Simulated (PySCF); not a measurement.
## A study: FGeH3P, doublet, SMILES `[F][GeH2][PH]`

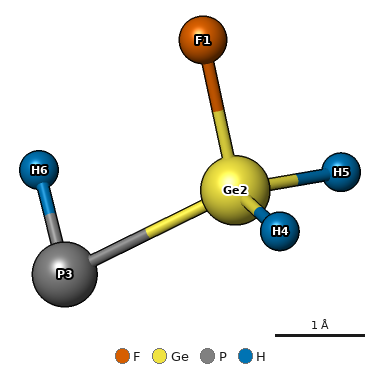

The molecule, with its atoms numbered as below. No frequency check shows the geometry to be a minimum.

Coordinates in Å:

```
F1       1.3555    1.1419    0.0646
Ge2      0.4394   -0.3764   -0.0181
P3      -1.7862    0.1693    0.0573
H4       1.0263   -1.1071    1.1702
H5       1.0438   -0.9509   -1.2867
H6      -1.5377    1.2850   -0.7439
```

### 1. Bonding charge

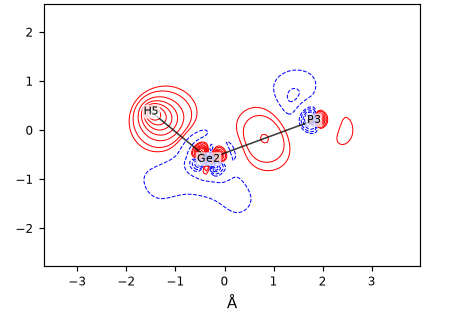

Deformation density (molecule less spherical, spin-averaged free atoms) in the plane of Ge2, P3 and H5; contours at ±0.05 to ±0.8 e/Å³; solid red lines: gain, dashed blue lines: loss.

Method: B3LYP/def2-SVPD; geometry: GFN2-xTB; program: PySCF. The stability of the open-shell solution wasn't checked. GFN2-xTB doesn't know the spin state, so this open-shell geometry is rough.

**Describe the bonding that the map shows.**

Ge2–H5: +0.26 e/Å³ at the bond critical point (bond length 1.52 Å). Ge2–P3: +0.19 e/Å³ at the bond critical point (bond length 2.29 Å). In all, 1.3 electrons gather in the regions of gain relative to the promolecule.

**Where do the Hirshfeld charges lie?**

The highest Hirshfeld charge is on Ge2 (+0.37 e), the lowest on F1 (−0.29 e).

```csv
atom,charge (e)
F1,−0.29
Ge2,+0.37
P3,+0.06
H4,−0.06
H5,−0.06
H6,−0.01
```

### 2. Local ionisation energy

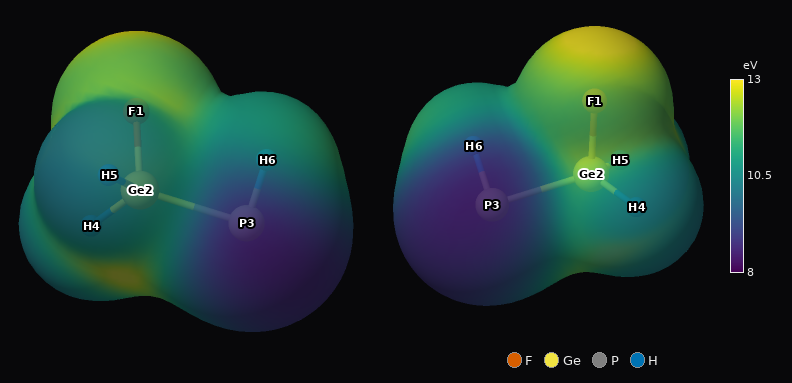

Average local ionisation energy on the surface of electron density 0.001 a.u. (back view left, front view right).

**Locate the minima of the map.**

The lowest value is 8.5 eV, 2.3 Å from P3. Further minima include 10.1 eV, 1.5 Å from H5. For comparison, the highest occupied orbital lies at −7.4 eV.

### 3. Spin density

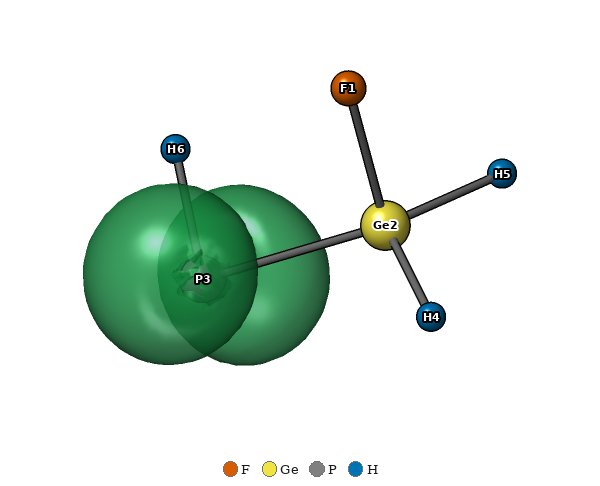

Spin density ρα − ρβ at ±0.05 e/Å³ (green: excess α, purple: excess β).

**How is the spin shared among the atoms?**

Hirshfeld spin populations: P3 +0.87 and Ge2 +0.07. ⟨S²⟩ = 0.75, as for a pure state.

### 4. Removing or adding an electron

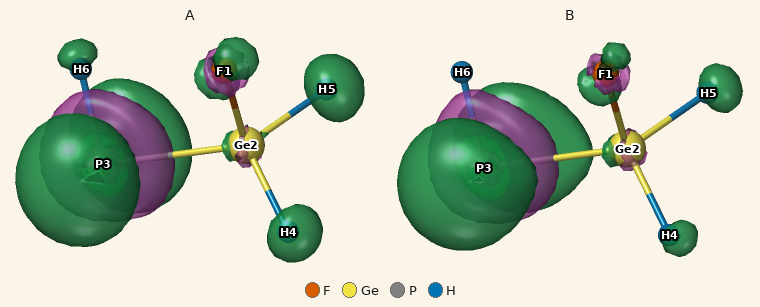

The two Fukui functions at ±0.04 e/Å³ (green positive, purple negative).

PySCF calculation, CAM-B3LYP/def2-SVP, gas phase; geometry: GFN2-xTB. GFN2-xTB doesn't know the spin state, so this open-shell geometry is rough.

**Why do the two look alike?**

The electron leaves from or enters the same singly occupied orbital. A is f⁻, B is f⁺. f⁻ (Hirshfeld-condensed) is largest on P3 (0.59); the vertical ionisation energy is 9.99 eV (to the singlet cation, which needn't be its lowest state). f⁺ (Hirshfeld-condensed) is largest on P3 (0.57); the vertical electron affinity is 1.64 eV (to the singlet anion, which needn't be its lowest state; rough: the basis has no diffuse functions).

The PySCF runs shown took 9.8 s and 16 s on 1 thread of Intel(R) Xeon(R) 6975P-C (Granite Rapids), on a shared host.
